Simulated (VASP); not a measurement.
Band structure of RhB (relaxed from the rock salt structure, space group Fm-3m). These are PBEsol GGA, VASP's PBE PAW potentials (set 64) (plane waves; VASP) values and carry that method's errors.

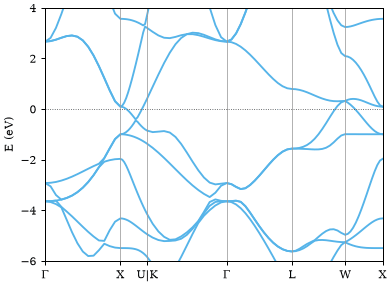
Figure. Bands along high-symmetry lines, zero at the valence-band maximum or, without a gap, the Fermi level

**Question.** Read the plot: is there a gap, and where are the band edges?

**Answer.** It has no gap at this level: it comes out as a metal or semimetal. (Edges off the drawn lines would not show.)

The structure was generated: RhB was put into the rock salt type (Fm-3m), which need not be its known phase. It was relaxed first, which changed the volume by -29 %.
